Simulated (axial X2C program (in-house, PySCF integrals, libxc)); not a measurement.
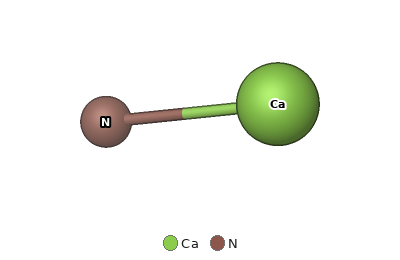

Figure 1. The molecule at the reference distance of 2.151 Å.

# Relativistic diatomic calculation for CaN⁻

- system: CaN⁻, single determinant with Ω = 1. The distance is the PBE0 minimum at charge −1.
- method: expectation values, HF and Kohn-Sham, two-component X2C with atomic mean-field Coulomb and Gaunt terms, Ca dyall-acv3z, N dyall-av3z (cores contracted) (axial X2C program (in-house, PySCF integrals, libxc))

## The program's output
```
two-component X2C + atomic mean field  PBE0
basis functions 178  fitting functions 675  grid points 5081
iter        total energy     max residual
   1       -734.811609577     7.47e-05
   2       -734.811609604     1.28e-05
   3       -734.811609629     5.77e-05
   4       -734.811609634     1.64e-05
   5       -734.811609635     1.00e-05
   6       -734.811609636     1.25e-05
   7       -734.811609637     3.71e-06
converged
one-electron -1079.04937323  Coulomb 353.02121825  exact exchange -10.55018848  xc functional -32.53587936  nuclear repulsion 34.44203139  atomic mean-field constant -0.13941821
```

## Expectation values by level of theory

```csv
quantity,PBE0,HF,r2SCAN,BHandHLYP,B3LYP
effective field for an electron dipole moment (GV/cm),−0.0109,0.256,−0.0139,−0.0198,−0.0146
field gradient at the first nucleus (a.u.),−1.10,−1.13,−1.07,−1.21,−1.13
field gradient at the second nucleus (a.u.),−1.75,−1.68,−1.74,−1.78,−1.80
"A∥/gI, first nucleus (MHz)",−7.22,−35.2,3.83,−15.3,−13.2
"A∥/gI, second nucleus (MHz)",−91.6,−47.1,−64.6,−62.5,−75.9
```

Each column comes from one determinant with 2 or more unpaired spinors, which can mix states, in a basis with contracted cores. The levels disagree widely: the effective field runs from −0.0198 to 0.256 GV/cm and A∥/gI at the first nucleus runs from −35.2 to 3.83 MHz. They may not all have settled in the same state, and these values aren't reliable properties of the molecule.

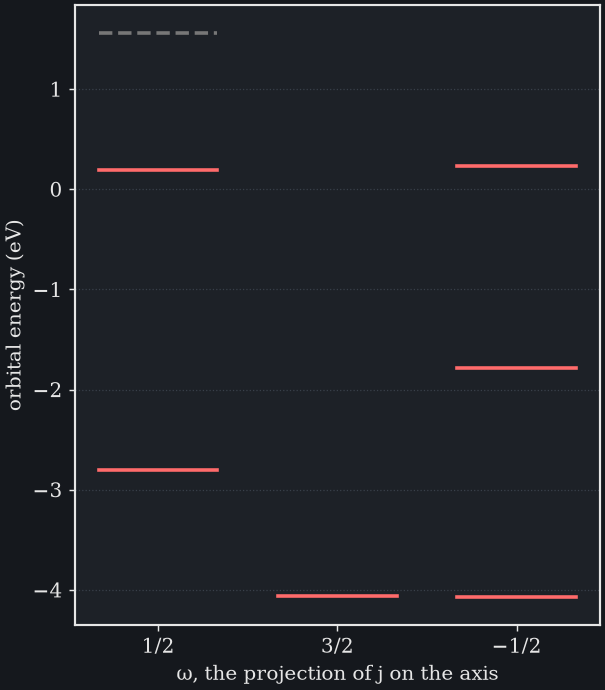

Figure 2. Orbital energies (PBE0) near the frontier at 2.15 Å, filled (solid) and empty (dashed). The highest filled spinor (−1/2; 72 % Ca s, 13 % Ca p) lies at 0.23 eV, the lowest empty one (1/2; 94 % Ca p, 6 % N p) at 1.56 eV. A filled level above zero is held only by the finite basis .

## Input
```
{"zs": [20, 7], "q": -1, "bas": ["dyall-acv3z", "dyall-av3z"], "r0": 2.07, "levels": ["PBE0", "HF", "r2SCAN", "BHandHLYP", "B3LYP"], "nst": 3}
```

The line is the task of a batch: nuclear charges, charge, bases, the levels to run, a first guess of the distance and further settings. This report covers the levels named above. The log is that of the reference distance, started from orbitals converged before.

The run was one of a batch that the task file lists, launched with:
```bash
python <driver script> task.json out
```

## Results in brief

- outcome: converged; the levels of theory disagree widely; a filled level lies above zero
- hardware: 1 thread of Intel Xeon @ 2.90GHz (Ice Lake), 64 GiB of memory available, shared host
- wall time: 5.5 s
- peak memory: 0.33 GiB

## Remarks

The highest filled level (PBE0, up to 0.23 eV) lies above zero. That is common for anions, where the functional's self-interaction leaves the outer electrons unbound; only the finite basis holds them, so such levels depend on it.
